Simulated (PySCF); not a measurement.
# C3H4ClO, doublet, SMILES `[CH]=C(Cl)CO`: electronic structure

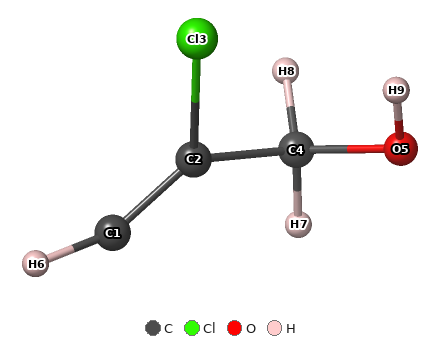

The molecule, with its atoms numbered as below. No frequency check shows the geometry to be a minimum.

Cartesian coordinates (Å):

```
C1      -0.7101   -1.8012    0.2223
C2      -0.1638   -0.6939   -0.0609
Cl3     -1.1632    0.8685   -0.0442
C4       1.2564   -0.3596   -0.4382
O5       1.8361    0.5811    0.4121
H6      -1.5664   -2.3590    0.4946
H7       1.8661   -1.2632   -0.3708
H8       1.2526   -0.0038   -1.4810
H9       1.2383    1.3400    0.4721
```

## 1. Bonding charge

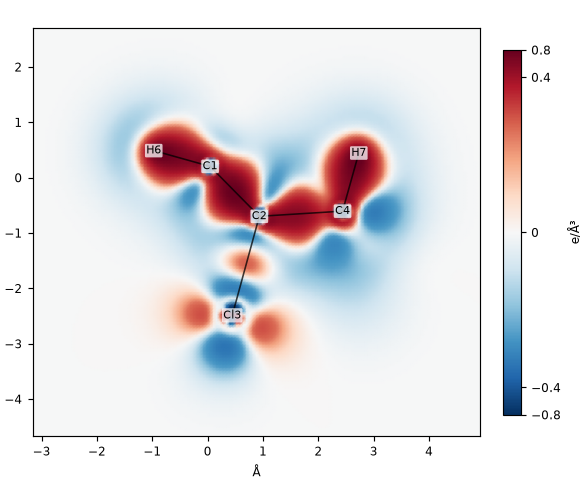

Deformation density (molecule less spherical, spin-averaged free atoms) in the plane of C1, C2, Cl3, C4, H6 and H7; colour scale in e/Å³, logarithmic beyond ±0.1; red: gain, blue: loss.

Level of theory: B3LYP/6-31+G* (PySCF), at a geometry from GFN2-xTB. The stability of the open-shell solution wasn't checked. GFN2-xTB doesn't know the spin state, so this open-shell geometry is rough.

**Describe the bonding that the map shows.**

C1–C2: +0.80 e/Å³ at the bond critical point (bond length 1.27 Å). C1–H6: +0.72 e/Å³ at the bond critical point (bond length 1.06 Å). C4–H7: +0.72 e/Å³ at the bond critical point (bond length 1.09 Å). C2–C4: +0.51 e/Å³ at the bond critical point (bond length 1.51 Å). C2–Cl3: +0.11 e/Å³ at the bond critical point (bond length 1.85 Å). In all, 2.1 electrons gather in the regions of gain relative to the promolecule. A small or negative value marks a very polar bond, one between electron-rich atoms, whose free-atom densities already overlap strongly, a long bond to a heavier atom, or a closed-shell contact such as a hydrogen bond.

**Where do the Hirshfeld charges lie?**

The highest Hirshfeld charge is on H9 (+0.15 e), the lowest on O5 (−0.24 e).

```tsv
atom	charge (e)
C1	−0.04
C2	−0.01
Cl3	−0.07
C4	+0.02
O5	−0.24
H6	+0.09
H7	+0.06
H8	+0.04
H9	+0.15
```

## 2. Bond critical points

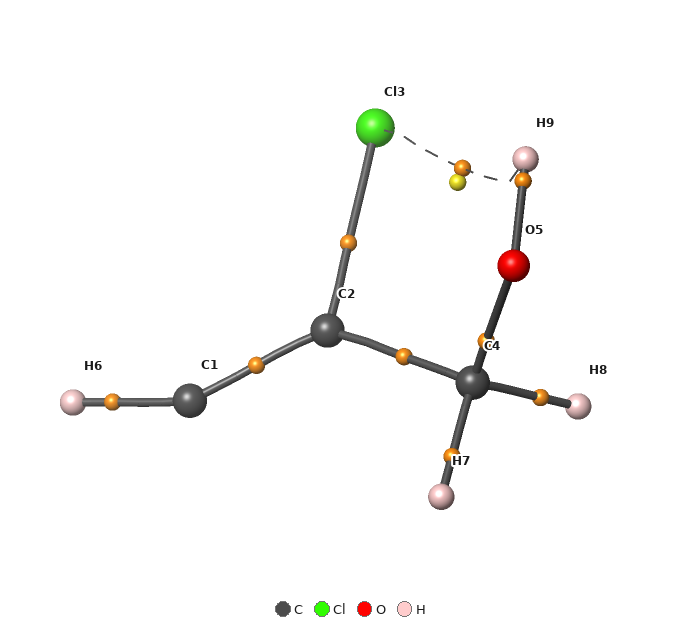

Molecular graph of the electron density (QTAIM): bond paths, bond critical points (orange), ring points (yellow, if any); weak paths are dashed.

**How many critical points of each kind are there, and does the count close?**

9 nuclei, 9 bond, 1 ring and 0 cage critical points: 9 − 9 + 1 − 0 = 1, as the Poincaré–Hopf relation requires.

**What does the calculation give at each kind of bond critical point?**

```csv
bond,length (Å),ρ (a.u.),∇²ρ (a.u.),ε,H (a.u.)
C1–C2,1.267,0.382,−1.21,0.36,−0.497
O5–H9,0.968,0.347,−1.83,0.02,−0.520
C1–H6,1.058,0.289,−1.15,0.00,−0.319
C4–H7,1.092,0.282,−1.01,0.03,−0.285
C4–H8,1.102,0.275,−0.95,0.03,−0.271
C4–O5,1.394,0.273,−0.50,0.06,−0.407
C2–C4,1.507,0.258,−0.64,0.05,−0.221
C2–Cl3,1.855,0.154,−0.11,0.02,−0.084
Cl3–H9,2.501,0.014,+0.06,2.30,+0.002
```

**What kind of interaction is Cl3–H9?**

Closed-shell (ionic, hydrogen-bonded or van der Waals): ρ = 0.014, ∇²ρ = +0.06, H = +0.002 a.u.

**Are there bond paths between atoms that aren't covalently bonded?**

Yes: Cl3–H9 (2.50 Å, ρ = 0.014).

## 3. Electrostatic potential

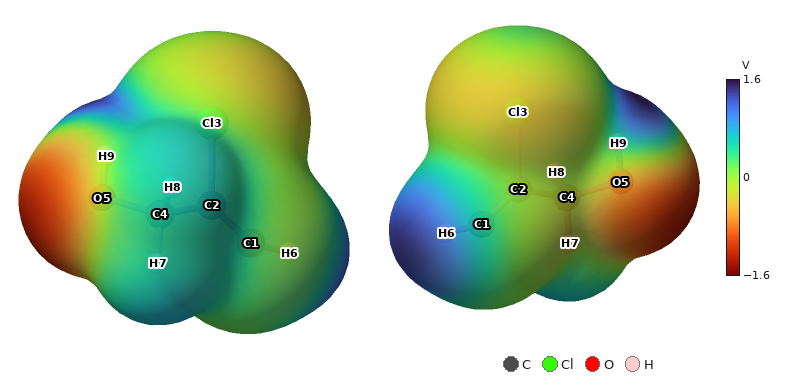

Electrostatic potential on the surface of electron density 0.001 a.u. (back view left, front view right).

**Where are the extremes of the potential on the surface?**

Highest: 1.56 V, 1.2 Å from H9. Further maxima include 0.78 V, 1.3 Å from H7; 0.65 V, 1.4 Å from H8. Lowest: −1.37 V, 1.8 Å from O5. Further minima include −0.44 V, 2.1 Å from Cl3; −0.43 V, 2.1 Å from Cl3. The surface is sampled at points, so like sites can differ by a few per cent and only the strongest of them is named.

**Does Cl3 carry a σ-hole?**

Yes: a local maximum of +0.23 V lies on the extension of the C2–Cl3 bond.

## 4. Spin density

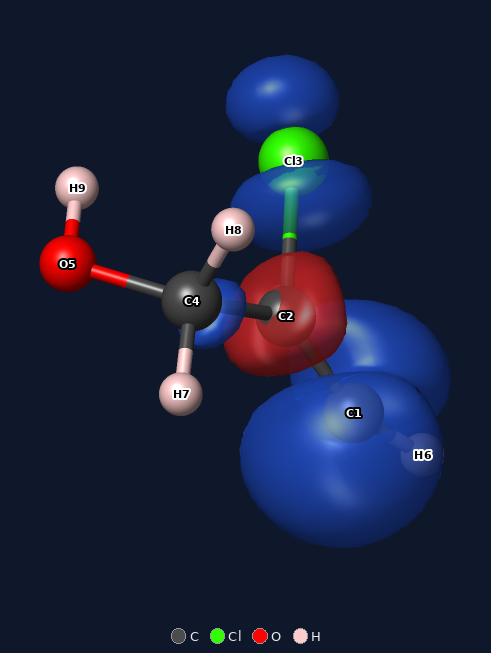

Spin density ρα − ρβ at ±0.03 e/Å³ (blue: excess α, red: excess β).

**Give the atomic spin populations that go with this picture.**

Hirshfeld spin populations: C1 +0.72, Cl3 +0.16 and H6 +0.05. ⟨S²⟩ = 0.76, against 0.75 for a pure state. The picture also shows regions of β spin from spin polarisation; the Hirshfeld sums, whose atoms overlap, net them against the α spin of neighbours.

## 5. In an electric field

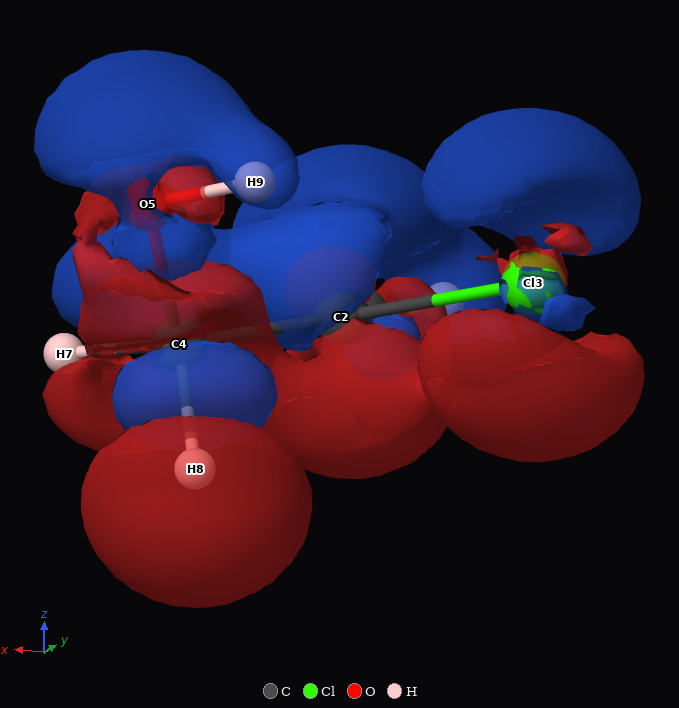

Change of the electron density in a uniform field of 0.26 V/Å, surfaces at ±0.0015 e/Å³ (red: gain, blue: loss).

Method: B3LYP/6-31G*; geometry: GFN2-xTB; program: PySCF. A basis without diffuse functions makes polarisabilities too small. The stability of the open-shell solution wasn't checked. GFN2-xTB doesn't know the spin state, so this open-shell geometry is rough.

**Along which Cartesian direction does the field point?**

Along +z: electrons gather on the −z side, against the field.

**How large is the response?**

The induced dipole is 0.35 D (along the field); α along this axis, from the fields in both directions, is 27 bohr³ (4.0 Å³).

**Which atoms gain and lose the most charge?**

Electrons gather most on H8 (Hirshfeld charge changes by −0.010 e) and leave O5 most (+0.006 e); 0.043 electrons are displaced in all.

## 6. Removing or adding an electron

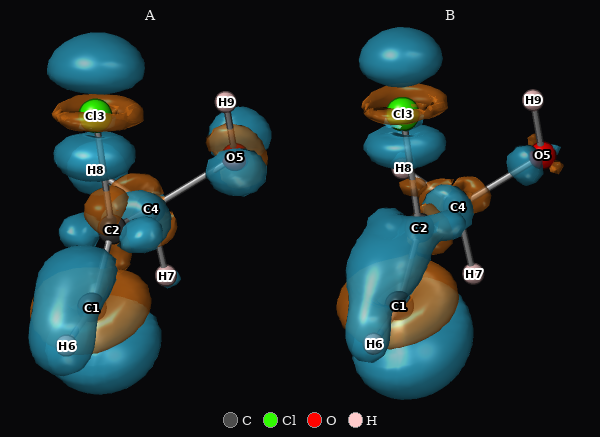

The two Fukui functions at ±0.04 e/Å³ (light blue positive, orange negative).

Level of theory: PBE0/def2-SVPD (PySCF), at a geometry from GFN2-xTB. GFN2-xTB doesn't know the spin state, so this open-shell geometry is rough.

**Which panel is f⁻ (electron removed) and which f⁺ (electron added)?**

A is f⁻, B is f⁺. f⁻ (Hirshfeld-condensed) is largest on C1 (0.29) and Cl3 (0.26); the vertical ionisation energy is 9.71 eV (to the singlet cation, which needn't be its lowest state). f⁺ (Hirshfeld-condensed) is largest on C1 (0.33) and Cl3 (0.27); the vertical electron affinity is 1.41 eV (to the singlet anion, which needn't be its lowest state; the anion's highest orbital has positive energy, so this value and f⁺ depend on the basis).
